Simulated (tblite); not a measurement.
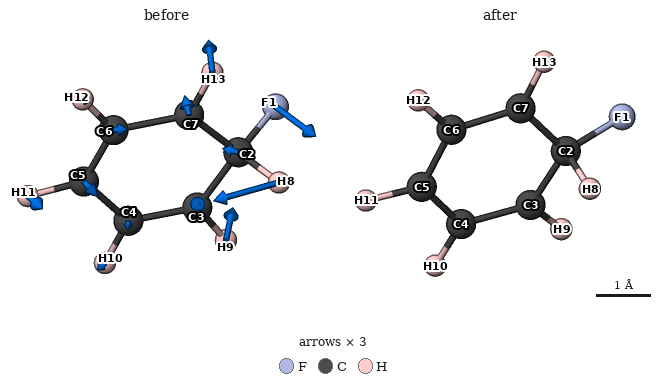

The structure of C6H6F (charge +1) before (left) and after (right) a relaxation, at one scale. The blue arrows give the displacements, 3 times their true length.

A ball-and-stick model, seen from a free direction.

All numbers below come from tblite 0.8.0, GFN2-xTB geometry optimisation, gas phase. 

Question: Summarise the run.

Answer: The atom that moves furthest after the best rigid fit is H8 (0.44 Å). Largest moves by element: H 0.44 Å, F 0.40 Å, C 0.15 Å. Some distances before and after: C5–C6 1.317 → 1.401 Å, C6–C7 1.445 → 1.370 Å, C3–C4 1.314 → 1.370 Å, C4–C5 1.455 → 1.401 Å. Among the angles between lasting bonds that change: C3–C2–C7 108.1° → 117.7°, C7–C2–H8 106.9° → 98.3°, C3–C2–H8 105.8° → 98.3°. Groups turn about C2–C3 by about 25°, C2–C7 by about 25°. The energy falls by 0.720 eV in 42 geometry steps. The run took 0.21 s on 1 thread of Arm Neoverse V1, with other jobs on the host.
